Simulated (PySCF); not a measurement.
C$_{7}$H$_{13}$FSSi

```tsv
atom	x (Å)	y (Å)	z (Å)
C	3.9180	0.9189	-0.6521
C	2.7190	0.4991	0.0330
C	1.7228	0.1413	0.6108
Si	0.1497	-0.3475	1.4354
F	0.3186	-1.8482	2.0157
C	-1.2370	-0.4282	0.1117
C	-1.0768	-1.6927	-0.7399
C	-2.6089	-0.4466	0.7875
C	-1.1608	0.7698	-0.8336
S	-1.1350	2.3893	0.0136
H	3.7884	1.9283	-1.0425
H	4.7629	0.9111	0.0357
H	4.1296	0.2432	-1.4804
H	-0.1688	0.4551	2.6041
H	-1.8552	-1.7428	-1.5015
H	-0.1084	-1.7060	-1.2380
H	-1.1513	-2.5799	-0.1157
H	-2.6807	-1.2724	1.4922
H	-2.7833	0.4835	1.3254
H	-3.3981	-0.5626	0.0443
H	-2.0415	0.8076	-1.4774
H	-0.2693	0.7241	-1.4583
H	0.1612	2.3827	0.3131
```

Geometry: GFN2-xTB.

Level of theory: PySCF 2.14.0, PBE0/pcSseg-1, SCF density, gas phase, non-relativistic.

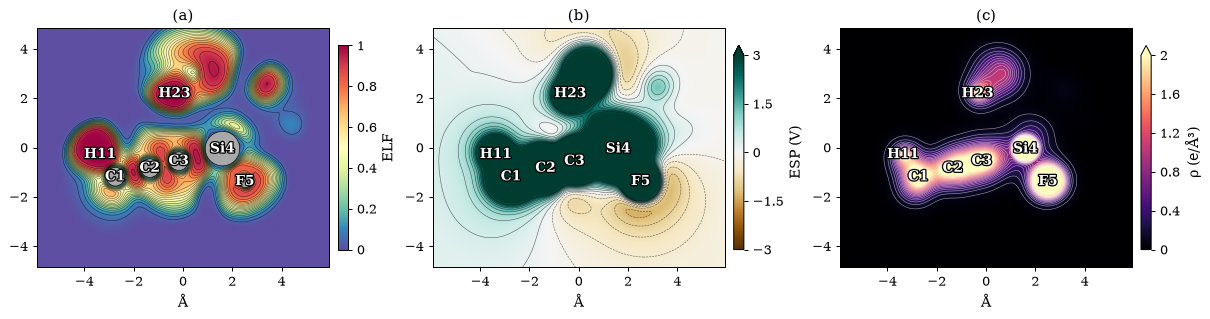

Figure 1. (a) ELF; (b) electrostatic potential; (c) total electron density on the plane of atoms C2, C1 and H11. Grey discs cover the atomic cores in the ELF map.

Interpret the plot.

Answer. The plane passes through C, Si, F and H nuclei. C–C (1.21 Å): ρ at the midpoint is about 2.7 e/Å³; the ELF peaks at about 0.85 between the atoms (a multiple bond). Si–F (1.62 Å): the density is about 1 e/Å³ at the midpoint; the ELF peaks at about 0.85 in the valence shell of F, 0.6 Å from its nucleus, and is about 0.45 at the midpoint. C–Si (1.84 Å): ρ is about 0.94 e/Å³ halfway; the ELF peaks at about 0.95 between the atoms: localised, covalent bonding. C–H (1.09 Å): the density is about 2 e/Å³ at the midpoint; the ELF climbs to about 1 towards the hydrogen, as it does in any bond to H; an ordinary covalent bond to hydrogen. The ELF also peaks beside F5 and S10, away from the bonds: lone-pair regions. Outside the dense part of the molecule the potential is most negative (−1.4 V) near F5.

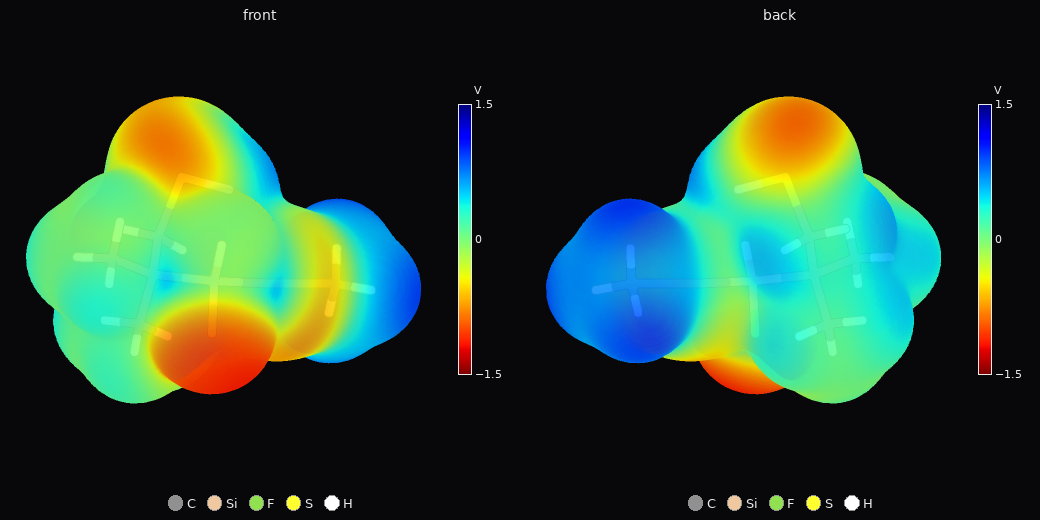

Figure 2. The molecular electrostatic potential painted on the density surface at 0.001 e/bohr³, seen from the front and from behind; red is negative and blue positive.

Describe the electrostatic potential map.

Answer. The most negative region (about −1.1 V) lies over F5, the most positive (about +1.0 V) over H11, H12 and H13.

What dipole moment does the calculation give?

Answer. Its dipole moment is 2.83 D.
